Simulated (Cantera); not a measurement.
A closed system holds: 1 mol Pb, 0.53 mol CO, 0.79 mol N2, held at 99.0 Pa.

Cantera equilibrium calculation (NASA polynomials, part measured and part estimated; ideal gas, pure solids and liquids). Candidate condensed phases: C, Pb, PbO, PbO2, Pb3O4; 27 gas species. Kinetics and transport are ignored.

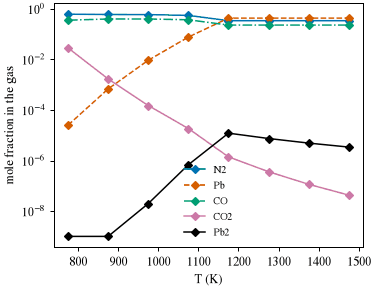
*Equilibrium gas composition (values under 1e-9 drawn at 1e-9)*

From 775 K to 975 K the condensed part is C(graphite) + Pb(l). At 1075 K the condensed part is Pb(l). From 1175 K to 1475 K nothing is condensed. The main Pb-bearing gas is Pb throughout.
